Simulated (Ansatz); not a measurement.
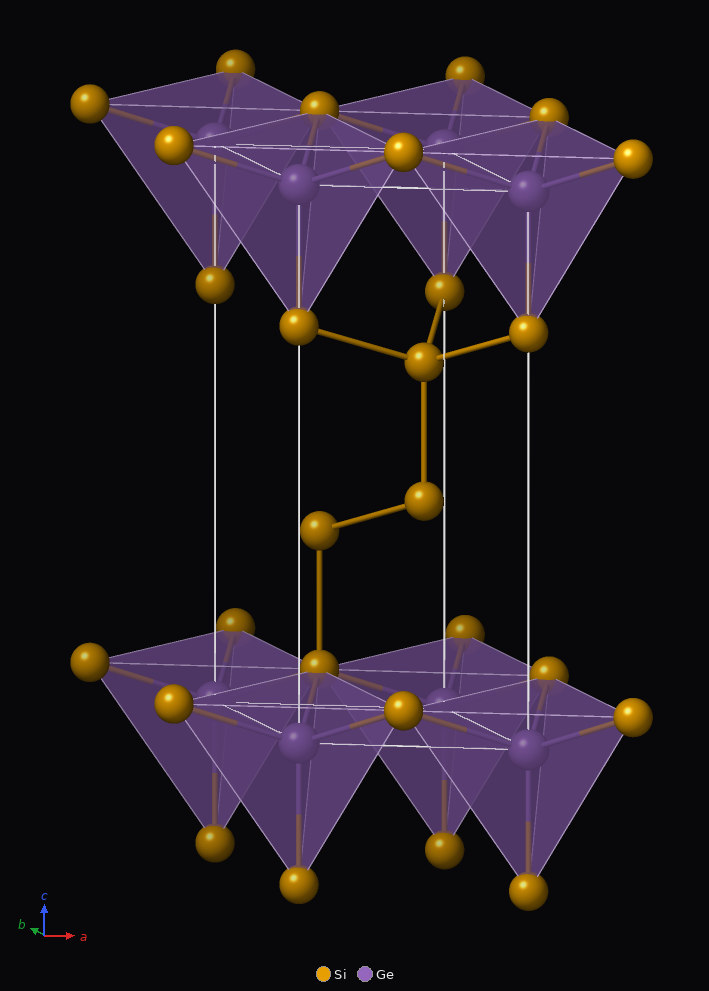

We look at a polyhedral model of the crystal slightly off an axis. The parallelepiped is the conventional unit cell. A few atoms beyond the faces are included.

Si$_{5}$Ge, space group P3m1 (No. 156), a = 3.873 Å, b = 3.873 Å, c = 9.485 Å, α = 90.00°, β = 90.00°, γ = 120.00°. Starting structure: a structure type filled with these elements by a generator (whether the compound takes this form wasn't checked). Earlier steps of the study, as a rule a relaxation of our own, may have changed the cell and positions, so they can lie some per cent off the listed ones. A calculation with Ansatz used it as input.

This one geometry was computed with Ansatz (DFT, plane waves, PAW) at five levels of theory: PBE with spin-orbit coupling, PBE0, r2SCAN, HSE06 and PBE. It was relaxed beforehand with r2SCAN.

Which level gives the highest pressure at this volume, and what does that say about its equilibrium volume?

Answer. Highest: PBE with spin-orbit coupling (1.7 GPa) and PBE (1.7 GPa), which points to the largest equilibrium volume. Lowest, with the smallest volume: PBE0 (-0.2 GPa), r2SCAN (0.0 GPa) and HSE06 (0.0 GPa). Levels within 0.5 GPa of each other can't be told apart.

How does the band gap change with the level of theory?

Answer. PBE with spin-orbit coupling: a gap of 0.50 eV, indirect; PBE: a gap of 0.58 eV, indirect; r2SCAN: a gap of 0.73 eV, indirect; HSE06: a gap of 1.09 eV, indirect; PBE0: a gap of 1.72 eV, indirect.

Collect the results in a table.

Answer.
| level | cutoff (eV) | k-mesh of the run's cell | gap (eV) | pressure (GPa) |
| --- | --- | --- | --- | --- |
| PBE with spin-orbit coupling | 420 | 12×12×4 | 0.50 | 1.7 |
| PBE0 | 420 | 6×6×2 | 1.72 | -0.2 |
| r2SCAN | 500 | 12×12×4 | 0.73 | 0.0 |
| HSE06 | 420 | 6×6×2 | 1.09 | 0.0 |
| PBE | 420 | 12×12×4 | 0.58 | 1.7 |

Gaps are taken on the k-mesh or band path of each run.
